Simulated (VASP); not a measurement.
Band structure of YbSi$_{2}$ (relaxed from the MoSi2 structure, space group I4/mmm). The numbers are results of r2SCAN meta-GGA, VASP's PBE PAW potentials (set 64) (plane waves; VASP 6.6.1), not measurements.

The 4f electrons are frozen in the core of the lanthanide potential, so 4f levels, which can set the real gap, and their magnetism are missing.

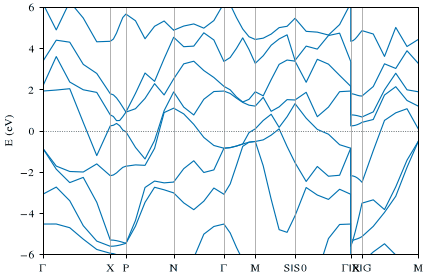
Bands along high-symmetry lines, zero at the valence-band maximum or, without a gap, the Fermi level

Read the plot: is there a gap, and where are the band edges?

It has no gap at this level: it comes out as a metal or semimetal.

The structure was generated: YbSi2 was put into the MoSi2 type (I4/mmm), which need not be its known phase. It was relaxed first.
